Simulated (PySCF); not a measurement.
# GaClF2 (SMILES [F][Ga]([F])[Cl]): a chain of runs

We compute a geometry optimisation (PW91-D4/pcseg-0), then energy and one-electron properties (SCAN0/6-311++G**) of GaClF2. The job is set up through a Python script.

The results are computed with PySCF 2.14.0.

2 further runs of the same task are left out: 1 for a faulty analytic Hessian, 1 for a known fault of the program.

## (1) The structure to begin with

GaClF2: 4 atoms, total charge 0, spin state singlet. As SMILES, `[F][Ga]([F])[Cl]`. Geometry: a rough force-field guess. The run starts from this shape.

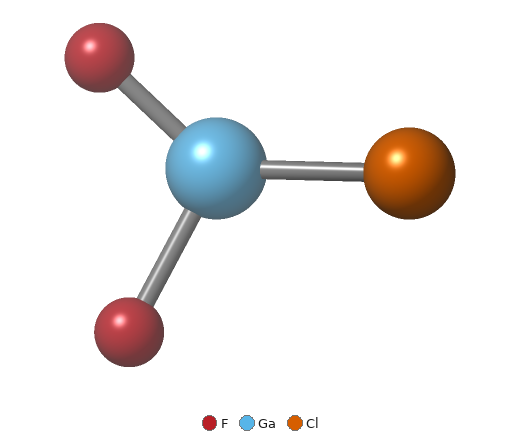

The structure, seen from a chosen angle (fluorine red, gallium blue, chlorine orange).

## (2) A structure relaxation at PW91-D4/pcseg-0 (run 1)

File job.py:

```python
# [F][Ga]([F])[Cl]
from pyscf import gto, dft
from pyscf.geomopt.geometric_solver import kernel as optimise

molecule = gto.M(
    atom='''
F       -0.909000      -0.561600       1.452300
Ga       0.213400       0.153500       0.019500
F        1.660800      -0.723100       0.102200
Cl      -0.909600       1.071000      -1.594300
''',
    verbose=3,
    basis='pcseg-0',
    max_memory=1860,
)

ks = dft.RKS(molecule, xc='pw91')
ks.disp = 'd4'
converged, mol_eq = optimise(ks, maxsteps=100)
print('converged:', converged)
print(mol_eq.tostring())

ks.reset(mol_eq)
molecule = mol_eq
ks.kernel()
etot = ks.e_tot
print('E = %.10f Eh' % etot)
```

Launch:

```sh
$ OMP_NUM_THREADS=1 python job.py
```

The program printed:

```text
maxiter                   100
----------------------------------------------------------
Custom engine selected.
Bonds will be generated from interatomic distances less than 1.20 times sum of covalent radii
12 internal coordinates being used (instead of 12 Cartesians)
Internal coordinate system (atoms numbered from 1):
Distance 1-2
Distance 2-3
Distance 2-4
Angle 1-2-4
Angle 3-2-4
Out-of-Plane 2-1-3-4
Translation-X 1-4
Translation-Y 1-4
Translation-Z 1-4
Rotation-A 1-4
Rotation-B 1-4
Rotation-C 1-4
> ===== Optimization Info: ====
> Job type: Energy minimization
> Maximum number of optimization cycles: 100
> Initial / maximum trust radius (Angstrom): 0.100 / 0.300
> Convergence Criteria:
> Will converge when all 5 criteria are reached:
>  |Delta-E| < 1.00e-06
>  RMS-Grad  < 3.00e-04
>  Max-Grad  < 4.50e-04
>  RMS-Disp  < 1.20e-03
>  Max-Disp  < 1.80e-03
> === End Optimization Info ===

Geometry optimization cycle 1
Cartesian coordinates (Angstrom)
 Atom        New coordinates             dX        dY        dZ
   F  -0.909000  -0.561600   1.452300    0.000000  0.000000  0.000000
  Ga   0.213400   0.153500   0.019500    0.000000 -0.000000  0.000000
   F   1.660800  -0.723100   0.102200    0.000000  0.000000  0.000000
  Cl  -0.909600   1.071000  -1.594300    0.000000  0.000000  0.000000

WARN: Mole.unit (angstrom) is changed to Bohr
[... 1 line left out ...]
converged SCF energy = -2581.45076219587
[... 8 lines left out ...]
Step    0 : Gradient = 5.965e-02/9.411e-02 (rms/max) Energy = -2581.4507621959
[... 9 lines left out ...]
converged SCF energy = -2581.46288590093
[... 18 lines left out ...]
converged SCF energy = -2581.43358711884
[... 19 lines left out ...]
converged SCF energy = -2581.47313349198
[... 18 lines left out ...]
converged SCF energy = -2581.47514233123
[... 18 lines left out ...]
converged SCF energy = -2581.47566280979
[... 18 lines left out ...]
converged SCF energy = -2581.47581095737
[... 18 lines left out ...]
converged SCF energy = -2581.47581353434
[... 18 lines left out ...]
converged SCF energy = -2581.47581437338
[... 11 lines left out ...]
Geometry optimization cycle 10
Cartesian coordinates (Angstrom)
 Atom        New coordinates             dX        dY        dZ
   F  -0.887724  -0.495837   1.473680    0.000309 -0.000417  0.000012
  Ga   0.052002  -0.066967   0.062573    0.000362 -0.000484  0.000102
   F   1.712089  -0.615788   0.026779    0.000148 -0.001129  0.000526
  Cl  -0.806953   1.099849  -1.577287    0.001150 -0.000030 -0.000059
converged SCF energy = -2581.47581448988
--------------- RKS_Scanner gradients ---------------
         x                y                z
0 F     0.0000076500     0.0000160799    -0.0000122750
1 Ga    -0.0000177197    -0.0000137457     0.0000001356
2 F     0.0000034793     0.0000316612     0.0000052825
3 Cl    -0.0000328586     0.0000063091    -0.0000045062
----------------------------------------------
cycle 10: E = -2581.47581449  dE = -1.165e-07  norm(grad) = 5.61512e-05
Step    9 : Displace = 1.930e-04/2.567e-04 (rms/max) Trust = 2.750e-01 (+) Grad = 2.808e-05/3.376e-05 (rms/max) E (change) = -2581.4758144899 (-1.165e-07) Quality = 1.418
Hessian Eigenvalues: 4.28346e-02 4.98849e-02 4.99997e-02 ... 3.07181e-01 3.37406e-01 5.10157e-01
Converged! =D

converged: True
F          -0.88772353       -0.49583653        1.47368026
Ga          0.05200177       -0.06696664        0.06257324
F           1.71208876       -0.61578794        0.02677900
Cl         -0.80695313        1.09984926       -1.57728738
converged SCF energy = -2581.47581448989
E = -2581.4758144899 Eh
```

It took 44 s on 1 thread of Arm Neoverse V2, shared host; peak memory 0.56 GiB.

Steps, from the record of the run:

```
step  energy from the first frame kept (eV)  largest force (eV/Å)
   0                                 0.0000                4.8394
   1                                -0.3299                3.8658
   2                                 0.4674               11.9933
   3                                -0.6088                1.1499
   4                                -0.6634                0.5766
   5                                -0.6776                0.2522
   6                                -0.6816                0.0609
   7                                -0.6817                0.0174
   8                                -0.6817                0.0019
   9                                -0.6817                0.0017
```

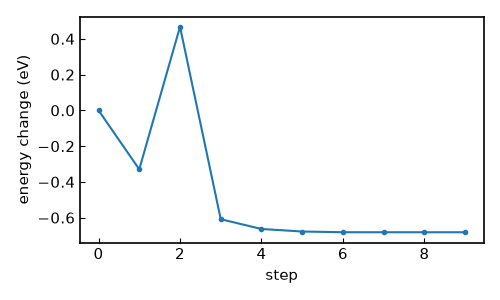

Energy along the run.

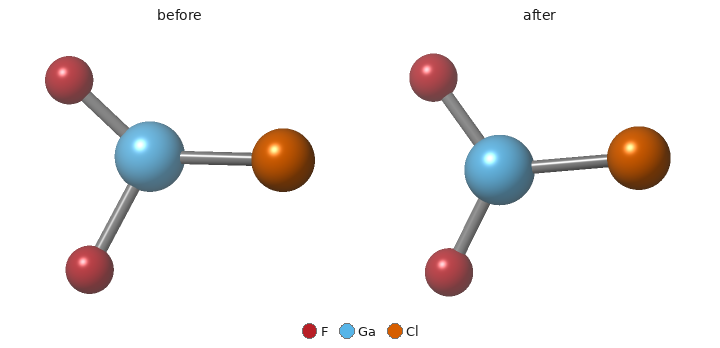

Before and after, at one scale.

After the run. Bond lengths: F1–Ga2 1.749 Å, Ga2–F3 1.749 Å, Ga2–Cl4 2.188 Å. Angles: F1–Ga2–F3 116.7°, F1–Ga2–Cl4 121.6°, F3–Ga2–Cl4 121.6°.

## (3) The charge distribution at SCAN0/6-311++G(d,p) (sfX2C, Cartesian functions) (run 4)

File run.py:

```python
# [F][Ga]([F])[Cl]
import numpy
from pyscf import gto, scf, dft, lo

mol = gto.M(
    atom='F -0.887724 -0.495837 1.473680; Ga 0.052002 -0.066967 0.062573; F 1.712089 -0.615788 0.026779; Cl -0.806953 1.099849 -1.577287',
    basis='6-311++g**',
    spin=0,
    charge=0,
    cart=True,
    max_memory=1860,
    verbose=4,
)

ks = dft.RKS(mol)
ks.xc = 'scan0'
ks = ks.sfx2c1e()
ks.kernel()

energy = ks.e_tot
print('E(%s) = %.9f' % ('SCAN0', energy))
dip = ks.dip_moment()
pop, q = ks.mulliken_pop()
quad = ks.quad_moment()
occ = ks.mo_coeff[:, ks.mo_occ > 0]
iaos = lo.vec_lowdin(lo.iao.iao(mol, occ), ks.get_ovlp())
c = iaos.T @ ks.get_ovlp() @ occ
pop_iao, q_iao = scf.hf.mulliken_pop(lo.iao.reference_mol(mol), (c * ks.mo_occ[ks.mo_occ > 0]) @ c.T, numpy.eye(c.shape[0]), verbose=0)
print('IAO charges', numpy.round(q_iao, 4))
```

Launch:

```sh
$ OMP_NUM_THREADS=1 python run.py
```

The program printed:

```text
PySCF version 2.14.0

[INPUT] num. atoms = 4
[INPUT] num. electrons = 66
[INPUT] charge = 0
[INPUT] spin (= nelec alpha-beta = 2S) = 0
[INPUT] symmetry False subgroup None
[INPUT] Mole.unit = angstrom
[INPUT] Cartesian GTO integrals (6d 10f)
[INPUT] Symbol           X                Y                Z      unit          X                Y                Z       unit  Magmom
[INPUT]  1 F     -0.887724000000  -0.495837000000   1.473680000000 AA   -1.677555234203  -0.936996132426   2.784851595249 Bohr   0.0
[INPUT]  2 Ga     0.052002000000  -0.066967000000   0.062573000000 AA    0.098269537930  -0.126549289384   0.118245832792 Bohr   0.0
[INPUT]  3 F      1.712089000000  -0.615788000000   0.026779000000 AA    3.235379310880  -1.163670670794   0.050604975890 Bohr   0.0
[INPUT]  4 Cl    -0.806953000000   1.099849000000  -1.577287000000 AA   -1.524920165396   2.078413388377  -2.980640449837 Bohr   0.0

nuclear repulsion = 357.701906496901
number of shells = 52
number of NR pGTOs = 215
number of NR cGTOs = 124
basis = 6-311++g**
ecp = {}

[... 57 lines left out ...]
converged SCF energy = -2603.34176938865
[... 1 line left out ...]
Dipole moment(X, Y, Z, Debye): -0.38176,  0.51660, -0.72894
[... 93 lines left out ...]
pop of  2  F 3dzz        -0.01363
pop of  3 Cl 1s           0.80786
pop of  3 Cl 2s           1.15362
pop of  3 Cl 3s           0.93395
pop of  3 Cl 4s           1.03950
pop of  3 Cl 5s           0.98979
pop of  3 Cl 6s           0.99128
pop of  3 Cl 7s          -0.06379
pop of  3 Cl 2px          2.48637
pop of  3 Cl 2py          2.48250
pop of  3 Cl 2pz          2.47814
pop of  3 Cl 3px         -0.51252
pop of  3 Cl 3py         -0.50980
pop of  3 Cl 3pz         -0.50678
pop of  3 Cl 4px          0.36275
pop of  3 Cl 4py          0.34641
pop of  3 Cl 4pz          0.32816
pop of  3 Cl 5px          1.04560
pop of  3 Cl 5py          1.00177
pop of  3 Cl 5pz          0.94981
pop of  3 Cl 6px          0.49240
pop of  3 Cl 6py          0.46749
pop of  3 Cl 6pz          0.39597
pop of  3 Cl 7px         -0.04721
pop of  3 Cl 7py         -0.05088
pop of  3 Cl 7pz         -0.04957
pop of  3 Cl 3dxx         0.01752
pop of  3 Cl 3dxy         0.00138
pop of  3 Cl 3dxz         0.00257
pop of  3 Cl 3dyy         0.02165
pop of  3 Cl 3dyz         0.00388
pop of  3 Cl 3dzz         0.02839
 ** Mulliken atomic charges  **
charge of    0F =     -0.49674
charge of    1Ga =      1.08165
charge of    2F =     -0.49672
charge of    3Cl =     -0.08818
Traceless quadrupole moment (Debye*A):

IAO charges [-0.5007  1.254  -0.5005 -0.2528]
```

Run time: 18 s. Hardware: 1 thread of Arm Neoverse V2, shared host; peak memory 0.72 GiB.

Atomic charges (e):

| atom | Mulliken | IAO |
| --- | --- | --- |
| F1 | -0.497 | -0.501 |
| Ga2 | +1.082 | +1.254 |
| F3 | -0.497 | -0.500 |
| Cl4 | -0.088 | -0.253 |

## (4) Summary of results

```
                                       quantity           value
run 1, PW91-D4/pcseg-0: total energy at the end  -2581.47581 Eh
          run 1, PW91-D4/pcseg-0: dipole moment          0.19 D
            run 1, PW91-D4/pcseg-0: HOMO energy        -8.30 eV
            run 1, PW91-D4/pcseg-0: LUMO energy        -3.60 eV
          run 1, PW91-D4/pcseg-0: HOMO–LUMO gap         4.70 eV
      run 1, PW91-D4/pcseg-0: dispersion energy    -5.97 kJ/mol
          run 4, SCAN0/6-311++G**: total energy  -2603.34177 Eh
         run 4, SCAN0/6-311++G**: dipole moment          0.97 D
           run 4, SCAN0/6-311++G**: HOMO energy       -10.33 eV
           run 4, SCAN0/6-311++G**: LUMO energy        -2.95 eV
         run 4, SCAN0/6-311++G**: HOMO–LUMO gap         7.37 eV
```

**Reading.** The optimisation (run 1, PW91-D4/pcseg-0) took 9 steps and changed the energy by -0.682 eV. Mulliken charges (run 1, PW91-D4/pcseg-0) run from -0.41 on F1 to +1.16 on Ga2; they depend strongly on the basis. The basis (run 4, SCAN0/6-311++G**) was contracted for non-relativistic atoms, which limits what the relativistic Hamiltonian can do in the core.
